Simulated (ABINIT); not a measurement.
# A GW chain in ABINIT: CsHO (Cmc2_1), part 2 of 3

Wanted: ground state, empty states, screening and self-energy for CsHO (Cmc2_1).

ABINIT 10.8.3; LDA and many-body steps on it, plane waves. Known limits of the many-body steps: not at the basis limit; no spin-orbit coupling; coarse k mesh.

So far. Step 2 (Ground state): The gap is direct, at Γ.

## (3) Bands along the symmetry lines

Level of this step: DFT, LDA, plane waves, norm-conserving pseudopotentials (ABINIT).

The cheap functional maps the bands first; the places of the edges decide which points the dearer methods must see.

File run.abi:

```
acell 3*1.0 Angstrom
rprim 
  2.161143390000 -5.691334570000 0.000000000000
  2.161143390000 5.691334570000 0.000000000000
  0.000000000000 0.000000000000 4.504272810000
ntypat 3
znucl 55 1 8
natom 6
typat 1 1 2 2 3 3
xred 
  0.861628920000 0.138371080000 0.736689410000
  0.138371080000 0.861628920000 0.236689410000
  0.533012670000 0.466987330000 0.607602700000
  0.466987330000 0.533012670000 0.107602700000
  0.591659040000 0.408340960000 0.765422890000
  0.408340960000 0.591659040000 0.265422890000
pp_dirpath "pseudos"
pseudos "Cs.upf, H.upf, O.upf"
ecut 36
iscf -2
irdden 1
kptopt 0
nkpt 92
kpt 
  0.00000000 0.00000000 0.00000000
  -0.06250000 0.06250000 0.00000000
  -0.12500000 0.12500000 0.00000000
  -0.18750000 0.18750000 0.00000000
  -0.25000000 0.25000000 0.00000000
  -0.31250000 0.31250000 0.00000000
  -0.37500000 0.37500000 0.00000000
  -0.43750000 0.43750000 0.00000000
  -0.50000000 0.50000000 0.00000000
  -0.47325598 0.52674402 0.00000000
  -0.44651195 0.55348805 0.00000000
  -0.41976793 0.58023207 0.00000000
  -0.39302391 0.60697610 0.00000000
  -0.36627988 0.63372012 0.00000000
  -0.33953586 0.66046414 0.00000000
  -0.31279183 0.68720817 0.00000000
  -0.28604781 0.71395219 0.00000000
  0.28604781 0.28604781 0.00000000
  0.25029183 0.25029183 0.00000000
  0.21453586 0.21453586 0.00000000
  0.17877988 0.17877988 0.00000000
  0.14302391 0.14302391 0.00000000
  0.10726793 0.10726793 0.00000000
  0.07151195 0.07151195 0.00000000
  0.03575598 0.03575598 0.00000000
  0.00000000 0.00000000 0.00000000
  0.00000000 0.00000000 0.06250000
  0.00000000 0.00000000 0.12500000
  0.00000000 0.00000000 0.18750000
  0.00000000 0.00000000 0.25000000
  0.00000000 0.00000000 0.31250000
  0.00000000 0.00000000 0.37500000
  0.00000000 0.00000000 0.43750000
  0.00000000 0.00000000 0.50000000
  0.03575598 0.03575598 0.50000000
  0.07151195 0.07151195 0.50000000
  0.10726793 0.10726793 0.50000000
  0.14302391 0.14302391 0.50000000
  0.17877988 0.17877988 0.50000000
  0.21453586 0.21453586 0.50000000
  0.25029183 0.25029183 0.50000000
  0.28604781 0.28604781 0.50000000
  -0.28604781 0.71395219 0.50000000
  -0.31279183 0.68720817 0.50000000
  -0.33953586 0.66046414 0.50000000
  -0.36627988 0.63372012 0.50000000
  -0.39302391 0.60697610 0.50000000
  -0.41976793 0.58023207 0.50000000
  -0.44651195 0.55348805 0.50000000
  -0.47325598 0.52674402 0.50000000
  -0.50000000 0.50000000 0.50000000
  -0.50000000 0.50000000 0.43750000
  -0.50000000 0.50000000 0.37500000
  -0.50000000 0.50000000 0.31250000
  -0.50000000 0.50000000 0.25000000
  -0.50000000 0.50000000 0.18750000
  -0.50000000 0.50000000 0.12500000
  -0.50000000 0.50000000 0.06250000
  -0.50000000 0.50000000 0.00000000
  0.00000000 0.00000000 0.00000000
  0.00000000 0.06250000 0.00000000
  0.00000000 0.12500000 0.00000000
  0.00000000 0.18750000 0.00000000
  0.00000000 0.25000000 0.00000000
  0.00000000 0.31250000 0.00000000
  0.00000000 0.37500000 0.00000000
  0.00000000 0.43750000 0.00000000
  0.00000000 0.50000000 0.00000000
  0.00000000 0.50000000 0.06250000
  0.00000000 0.50000000 0.12500000
  0.00000000 0.50000000 0.18750000
  0.00000000 0.50000000 0.25000000
  0.00000000 0.50000000 0.31250000
  0.00000000 0.50000000 0.37500000
  0.00000000 0.50000000 0.43750000
  0.00000000 0.50000000 0.50000000
  0.00000000 0.43750000 0.50000000
  0.00000000 0.37500000 0.50000000
  0.00000000 0.31250000 0.50000000
  0.00000000 0.25000000 0.50000000
  0.00000000 0.18750000 0.50000000
  0.00000000 0.12500000 0.50000000
  0.00000000 0.06250000 0.50000000
  0.00000000 0.00000000 0.50000000
  -0.06250000 0.06250000 0.50000000
  -0.12500000 0.12500000 0.50000000
  -0.18750000 0.18750000 0.50000000
  -0.25000000 0.25000000 0.50000000
  -0.31250000 0.31250000 0.50000000
  -0.37500000 0.37500000 0.50000000
  -0.43750000 0.43750000 0.50000000
  -0.50000000 0.50000000 0.50000000
istwfk *1
nband 23
nbdbuf 2
tolwfr 1e-08
nstep 40
prtwf 0
prtvol 0
indata_prefix "in"
outdata_prefix "out"
tmpdata_prefix "tmp"
```

Run with:

```console
> OMP_NUM_THREADS=1 mpirun -n 4 abinit run.abi > log
```

Numbers of over 12 decimals in the logs are rounded to 6 here.

Log:

```text
.Version 10.8.3 of ABINIT. v10.8.2 released Aug 2026.

 Symmetries : space group Cm c 2_1 (# 36); Bravais oC (1-face-center ortho.)
[... echo of the input left out ...]
== DATASET  1 ==================================================================
-   mpi_nproc: 4, omp_nthreads: 1 (-1 if OMP is not activated)

--- !DatasetInfo
iteration_state: {dtset: 1, }
dimensions: {natom: 6, nkpt: 92, mband: 23, nsppol: 1, nspinor: 1, nspden: 1, mpw: 7761, }
cutoff_energies: {ecut:  36.0, pawecutdg:  -1.0, }
electrons: {nelect:   3.20000000E+01, charge:   0.00000000E+00, occopt:   1.00000000E+00, tsmear:   1.00000000E-02, }

 Real(R)+Recip(G) space primitive vectors, cartesian coordinates (Bohr,Bohr^-1):
 R(1)=  4.0839691-10.7550636  0.0000000  G(1)=  0.1224299 -0.0464897  0.0000000
 R(2)=  4.0839691 10.7550636  0.0000000  G(2)=  0.1224299  0.0464897  0.0000000
 R(3)=  0.0000000  0.0000000  8.5118420  G(3)=  0.0000000  0.0000000  0.1174834
 Unit cell volume ucvol=  7.4773719E+02 bohr^3
 Angles (23,13,12)=  9.00000000E+01  9.00000000E+01  1.38413933E+02 degrees

 getcut: wavevector=  0.0000  0.0000  0.0000  ngfft=  64  64  48
         ecut(hartree)=     36.000   => boxcut(ratio)=   2.05970

--- Pseudopotential description ------------------------------------------------
- Cs Generated using ONCVPSP code by D. R. Hamann
- 55.00000   9.00000  201201                  znucl, zion, pspdat
12 -1012 3 -1 2328                            pspcod,pspxc,lmax,lloc,mmax
     nproj     2     2     2     2
  pspatm : epsatm=   21.68725381
         --- l  ekb(1:nproj) -->
             0    6.247599    0.778427
             1    6.343167    0.797067
             2    3.778962    0.917083
[...]
pspatm: atomic psp has been read  and splines computed

- H Generated using ONCVPSP code by D. R. Hamann
-  1.00000   1.00000  180309                  znucl, zion, pspdat
12 -1012 1 -1 1180                            pspcod,pspxc,lmax,lloc,mmax
     nproj     2     1     0     0
  pspatm : epsatm=    0.35439867
         --- l  ekb(1:nproj) -->
[...]
1   -0.275071
 pspatm: atomic psp has been read  and splines computed

- O Generated using ONCVPSP code by D. R. Hamann
-  8.00000   6.00000  201201                  znucl, zion, pspdat
12 -1012 2 -1 926                             pspcod,pspxc,lmax,lloc,mmax
     nproj     2     2     1     0
  pspatm : epsatm=    6.27558587
         --- l  ekb(1:nproj) -->
[...]
2   -1.033686
 pspatm: atomic psp has been read  and splines computed

--------------------------------------------------------------------------------

================================================================================
 prteigrs : about to open file out_EIG
 Non-SCF case, kpt    1 (  0.00000  0.00000  0.00000), residuals and eigenvalues=
[...]
6.2284E-02  6.2284E-02  6.4640E-02  6.4640E-02  2.6923E-01  2.6923E-01
  3.1387E-01  3.1387E-01  3.5341E-01  3.5341E-01  3.9880E-01

--- !ResultsGS
iteration_state: {dtset: 1, }
comment   : Summary of ground state results
lattice_vectors:
- [  4.0839691, -10.7550636,   0.0000000, ]
- [  4.0839691,  10.7550636,   0.0000000, ]
- [  0.0000000,   0.0000000,   8.5118420, ]
lattice_lengths: [  11.50436,   11.50436,    8.51184, ]
lattice_angles: [ 90.000,  90.000, 138.414, ] # degrees, (23, 13, 12)
lattice_volume:   7.4773719E+02
convergence: {deltae:  0.000E+00, res2:  0.000E+00, residm:  9.993E-09, diffor:  0.000E+00, }
etotal    :  -8.11788204E+01
entropy   :   0.00000000E+00
fermie    :   8.16873364E-02
cartesian_stress_tensor: null
pressure_GPa: null
xred      :
- [  8.6163E-01,   1.3837E-01,   7.3669E-01, Cs]
- [  1.3837E-01,   8.6163E-01,   2.3669E-01, Cs]
- [  5.3301E-01,   4.6699E-01,   6.0760E-01,  H]
- [  4.6699E-01,   5.3301E-01,   1.0760E-01,  H]
- [  5.9166E-01,   4.0834E-01,   7.6542E-01,  O]
- [  4.0834E-01,   5.9166E-01,   2.6542E-01,  O]
cartesian_forces: null
force_length_stats: {min: null, max: null, mean: null, }

 Integrated electronic density in atomic spheres:
 ------------------------------------------------
 Atom  Sphere_radius  Integrated_density
[...]
================================================================================

 ----iterations are completed or convergence reached----

 Mean square residual over all n,k,spin=   69.653E-10; max=  99.929E-10
 reduced coordinates (array xred) for    6 atoms
[...]
0.591659040000      0.408340960000      0.765422890000
       0.408340960000      0.591659040000      0.265422890000

 cartesian coordinates (angstrom) at end:
    1      2.161143    -4.116302     3.318250
    2      2.161143     4.116302     1.066114
    3      2.161143    -0.375772     2.736808
    4      2.161143     0.375772     0.484672
    5      2.161143    -1.043325     3.447674
    6      2.161143     1.043325     1.195537
 length scales=  1.889726125908  1.889726125908  1.889726125908 bohr
              =  1.000000000000  1.000000000000  1.000000000000 angstroms
 prteigrs : about to open file out_EIG
 Eigenvalues (hartree) for nkpt=  92  k points:
 kpt#   1, nband= 23, wtk=  1.00000, kpt=  0.0000  0.0000  0.0000 (reduced coord)
[...]
kpt#   2, nband= 23, wtk=  1.00000, kpt= -0.0625  0.0625  0.0000 (reduced coord)
[...]
kpt#   3, nband= 23, wtk=  1.00000, kpt= -0.1250  0.1250  0.0000 (reduced coord)
[...]
kpt#  91, nband= 23, wtk=  1.00000, kpt= -0.4375  0.4375  0.5000 (reduced coord)
[...]
0.26873    0.26873    0.31536    0.31536    0.35378    0.35378    0.39633
 kpt#  92, nband= 23, wtk=  1.00000, kpt= -0.5000  0.5000  0.5000 (reduced coord)
  -0.65457   -0.65457   -0.51721   -0.51721   -0.19455   -0.19455   -0.15925   -0.15925
  -0.14747   -0.14747   -0.06453   -0.06453    0.06228    0.06228    0.06464    0.06464
   0.26923    0.26923    0.31387    0.31387    0.35341    0.35341    0.39880

== END DATASET(S) ==============================================================
================================================================================

 -outvars: echo values of variables after computation  --------
            nband          23
             nkpt          92
          spgroup          36
 [... the other variables as echoed above ...]

 Calculation completed.
```

Wall time 91 s (4 MPI ranks of Arm Neoverse V1, shared host); peak memory 0.56 GiB; 6.1 min of CPU time.

This step gave:

```
gap                        : 3.596 eV
k of the valence top       : 0, 0, 0
k of the conduction bottom : 0, 0, 0
least direct gap           : 3.596 eV
```

The gap is 3.596 eV, as in the run before at this level.

Electronic bands along the path, in eV, zero at the top of the highest filled band:

| point | band 13 | band 14 | band 15 | band 16 | band 17 | band 18 | band 19 | band 20 |
| --- | --- | --- | --- | --- | --- | --- | --- | --- |
| Γ | -0.37 | -0.34 | -0.14 | 0.00 | 3.60 | 4.03 | 5.63 | 5.74 |
| Y | -0.48 | -0.28 | -0.18 | -0.06 | 3.95 | 5.12 | 5.85 | 5.93 |
| C0 | -0.73 | -0.62 | -0.45 | -0.37 | 5.00 | 5.56 | 6.53 | 6.58 |
| jump to Σ0 | -0.73 | -0.62 | -0.45 | -0.37 | 5.00 | 5.56 | 6.53 | 6.58 |
| Γ | -0.37 | -0.34 | -0.14 | 0.00 | 3.60 | 4.03 | 5.63 | 5.74 |
| Z | -0.57 | -0.57 | -0.29 | -0.29 | 5.03 | 5.03 | 6.48 | 6.48 |
| A0 | -0.32 | -0.32 | -0.07 | -0.07 | 4.83 | 4.83 | 6.78 | 6.78 |
| jump to E0 | -0.32 | -0.32 | -0.07 | -0.07 | 4.83 | 4.83 | 6.78 | 6.78 |
| T | -0.53 | -0.53 | -0.46 | -0.46 | 5.10 | 5.10 | 6.32 | 6.32 |
| Y | -0.48 | -0.28 | -0.18 | -0.06 | 3.95 | 5.12 | 5.85 | 5.93 |
| jump to Γ | -0.37 | -0.34 | -0.14 | 0.00 | 3.60 | 4.03 | 5.63 | 5.74 |
| S | -0.79 | -0.63 | -0.49 | -0.38 | 5.26 | 5.35 | 6.31 | 7.08 |
| R | -0.30 | -0.30 | -0.03 | -0.03 | 5.06 | 5.06 | 6.06 | 6.06 |
| Z | -0.57 | -0.57 | -0.29 | -0.29 | 5.03 | 5.03 | 6.48 | 6.48 |
| T | -0.53 | -0.53 | -0.46 | -0.46 | 5.10 | 5.10 | 6.32 | 6.32 |

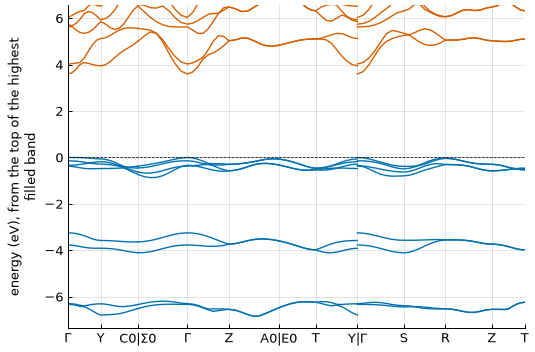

Electronic bands along the path; lines of filled and empty bands in two colours.

## (4) Empty states on the mesh, 2×2×2 mesh, 214 bands

The sums over transitions need many empty states on a uniform mesh; this step solves for them.

File run.abi:

```
acell 3*1.0 Angstrom
rprim 
  2.161143390000 -5.691334570000 0.000000000000
  2.161143390000 5.691334570000 0.000000000000
  0.000000000000 0.000000000000 4.504272810000
ntypat 3
znucl 55 1 8
natom 6
typat 1 1 2 2 3 3
xred 
  0.861628920000 0.138371080000 0.736689410000
  0.138371080000 0.861628920000 0.236689410000
  0.533012670000 0.466987330000 0.607602700000
  0.466987330000 0.533012670000 0.107602700000
  0.591659040000 0.408340960000 0.765422890000
  0.408340960000 0.591659040000 0.265422890000
pp_dirpath "pseudos"
pseudos "Cs.upf, H.upf, O.upf"
ecut 36
ngkpt 2 2 2
nshiftk 1
shiftk 0 0 0
kptopt 1
chksymbreak 0
iscf -2
irdden 1
istwfk *1
nband 214
nbdbuf 18
tolwfr 1e-09
nstep 60
prtvol 0
indata_prefix "in"
outdata_prefix "out"
tmpdata_prefix "tmp"
```

Log:

```text
.Version 10.8.3 of ABINIT. v10.8.2 released Aug 2026.

 Symmetries : space group Cm c 2_1 (# 36); Bravais oC (1-face-center ortho.)
[... echo of the input left out ...]
== DATASET  1 ==================================================================
-   mpi_nproc: 4, omp_nthreads: 1 (-1 if OMP is not activated)

--- !DatasetInfo
iteration_state: {dtset: 1, }
dimensions: {natom: 6, nkpt: 6, mband: 214, nsppol: 1, nspinor: 1, nspden: 1, mpw: 7742, }
cutoff_energies: {ecut:  36.0, pawecutdg:  -1.0, }
electrons: {nelect:   3.20000000E+01, charge:   0.00000000E+00, occopt:   1.00000000E+00, tsmear:   1.00000000E-02, }

 Real(R)+Recip(G) space primitive vectors, cartesian coordinates (Bohr,Bohr^-1):
 R(1)=  4.0839691-10.7550636  0.0000000  G(1)=  0.1224299 -0.0464897  0.0000000
 R(2)=  4.0839691 10.7550636  0.0000000  G(2)=  0.1224299  0.0464897  0.0000000
 R(3)=  0.0000000  0.0000000  8.5118420  G(3)=  0.0000000  0.0000000  0.1174834
 Unit cell volume ucvol=  7.4773719E+02 bohr^3
 Angles (23,13,12)=  9.00000000E+01  9.00000000E+01  1.38413933E+02 degrees

 getcut: wavevector=  0.0000  0.0000  0.0000  ngfft=  64  64  48
         ecut(hartree)=     36.000   => boxcut(ratio)=   2.05970

--- Pseudopotential description ------------------------------------------------
- Cs Generated using ONCVPSP code by D. R. Hamann
- 55.00000   9.00000  201201                  znucl, zion, pspdat
12 -1012 3 -1 2328                            pspcod,pspxc,lmax,lloc,mmax
     nproj     2     2     2     2
  pspatm : epsatm=   21.68725381
         --- l  ekb(1:nproj) -->
             0    6.247599    0.778427
             1    6.343167    0.797067
             2    3.778962    0.917083
[...]
pspatm: atomic psp has been read  and splines computed

- H Generated using ONCVPSP code by D. R. Hamann
-  1.00000   1.00000  180309                  znucl, zion, pspdat
12 -1012 1 -1 1180                            pspcod,pspxc,lmax,lloc,mmax
     nproj     2     1     0     0
  pspatm : epsatm=    0.35439867
         --- l  ekb(1:nproj) -->
[...]
1   -0.275071
 pspatm: atomic psp has been read  and splines computed

- O Generated using ONCVPSP code by D. R. Hamann
-  8.00000   6.00000  201201                  znucl, zion, pspdat
12 -1012 2 -1 926                             pspcod,pspxc,lmax,lloc,mmax
     nproj     2     2     1     0
  pspatm : epsatm=    6.27558587
         --- l  ekb(1:nproj) -->
[...]
2   -1.033686
 pspatm: atomic psp has been read  and splines computed

--------------------------------------------------------------------------------

================================================================================
 prteigrs : about to open file out_EIG
 Non-SCF case, kpt    1 (  0.00000  0.00000  0.00000), residuals and eigenvalues=
  1.38E-10  3.37E-10  1.57E-10  2.21E-10  1.28E-10  1.46E-10  1.61E-10  1.50E-10
  1.36E-10  2.17E-10  3.10E-10  2.56E-10  2.15E-10  2.42E-10  2.66E-10  2.31E-10
  1.62E-10  1.41E-10  1.06E-10  1.36E-10  1.32E-10  1.07E-10  1.02E-10  1.68E-10
[...]
3.34E-05  6.94E-05  5.60E-05  3.36E-04  6.09E-04  1.05E-03
 -6.6347E-01 -6.4960E-01 -5.2190E-01 -5.0548E-01 -2.0421E-01 -1.8531E-01
 -1.6595E-01 -1.5912E-01 -1.5077E-01 -1.4965E-01 -5.6726E-02 -3.7611E-02
[...]
2.7568E+00  2.7687E+00  2.7816E+00  2.7854E+00  2.7974E+00  2.8155E+00
  2.8182E+00  2.8197E+00  2.8265E+00  2.8359E+00
 prteigrs : prtvol=0 or 1, do not print more k-points.

--- !ResultsGS
iteration_state: {dtset: 1, }
comment   : Summary of ground state results
lattice_vectors:
- [  4.0839691, -10.7550636,   0.0000000, ]
- [  4.0839691,  10.7550636,   0.0000000, ]
- [  0.0000000,   0.0000000,   8.5118420, ]
lattice_lengths: [  11.50436,   11.50436,    8.51184, ]
lattice_angles: [ 90.000,  90.000, 138.414, ] # degrees, (23, 13, 12)
lattice_volume:   7.4773719E+02
convergence: {deltae:  0.000E+00, res2:  0.000E+00, residm:  9.984E-10, diffor:  0.000E+00, }
etotal    :  -8.11788204E+01
entropy   :   0.00000000E+00
fermie    :   8.16873364E-02
cartesian_stress_tensor: null
pressure_GPa: null
xred      :
- [  8.6163E-01,   1.3837E-01,   7.3669E-01, Cs]
- [  1.3837E-01,   8.6163E-01,   2.3669E-01, Cs]
- [  5.3301E-01,   4.6699E-01,   6.0760E-01,  H]
- [  4.6699E-01,   5.3301E-01,   1.0760E-01,  H]
- [  5.9166E-01,   4.0834E-01,   7.6542E-01,  O]
- [  4.0834E-01,   5.9166E-01,   2.6542E-01,  O]
cartesian_forces: null
force_length_stats: {min: null, max: null, mean: null, }

 Integrated electronic density in atomic spheres:
 ------------------------------------------------
 Atom  Sphere_radius  Integrated_density
[...]
================================================================================

 ----iterations are completed or convergence reached----

 Mean square residual over all n,k,spin=   34.238E-11; max=  99.841E-11
 reduced coordinates (array xred) for    6 atoms
[...]
0.591659040000      0.408340960000      0.765422890000
       0.408340960000      0.591659040000      0.265422890000

 cartesian coordinates (angstrom) at end:
    1      2.161143    -4.116302     3.318250
    2      2.161143     4.116302     1.066114
    3      2.161143    -0.375772     2.736808
    4      2.161143     0.375772     0.484672
    5      2.161143    -1.043325     3.447674
    6      2.161143     1.043325     1.195537
 length scales=  1.889726125908  1.889726125908  1.889726125908 bohr
              =  1.000000000000  1.000000000000  1.000000000000 angstroms
 prteigrs : about to open file out_EIG
 Eigenvalues (hartree) for nkpt=   6  k points:
 kpt#   1, nband=214, wtk=  0.12500, kpt=  0.0000  0.0000  0.0000 (reduced coord)
[...]
2.65224    2.66971    2.68020    2.68629    2.69467    2.70141    2.71452    2.72647
   2.73270    2.74740    2.75539    2.75656    2.75685    2.76870    2.78156    2.78544
   2.79736    2.81550    2.81816    2.81966    2.82653    2.83594
 prteigrs : prtvol=0 or 1, do not print more k-points.

== END DATASET(S) ==============================================================
================================================================================

 -outvars: echo values of variables after computation  --------
            nband         214
             nkpt           6
          spgroup          36
 [... the other variables as echoed above ...]

 Calculation completed.
```

It took 2.5 min on 4 MPI ranks; peak memory 0.52 GiB.

Numbers from this step:

```yaml
gap: 3.596 eV
k_of_the_valence_top: 0, 0, 0
k_of_the_conduction_bottom: 0, 0, 0
least_direct_gap: 3.596 eV
k_points_computed: 6
lowest_point_of_the_top_converged_band_above_the_valence_top: 70.2263 eV
```

On this mesh the gap is 3.596 eV.

[end of part 2 of 3]

[Paths, hosts, dates, memory and timing lines, banners, echoed tables and standing remarks are left out of the program output.]

[Logs are printed without paths, hosts, clocks, repeated set-up lines and the standing remarks that a program may print on its own settings, such as how far it seeks lower states.]

[Runs of the session that timed out or met a known fault of the program may be left out.]

[Hosts, paths, dates, database ids (printed as entryN), source tags and the programs' standing remarks are cut or masked in the printed files.]

[G0W0 gaps are taken among the corrected bands and points alone; a level outside them can change the order at an edge.]

[Where Ansatz stands beside ABINIT at settings called matched, ABINIT's density can come from a denser mesh and the files from another edition; pairs whose starting gaps differed by over 0.03 eV were left out, so agreement reads better than it is.]
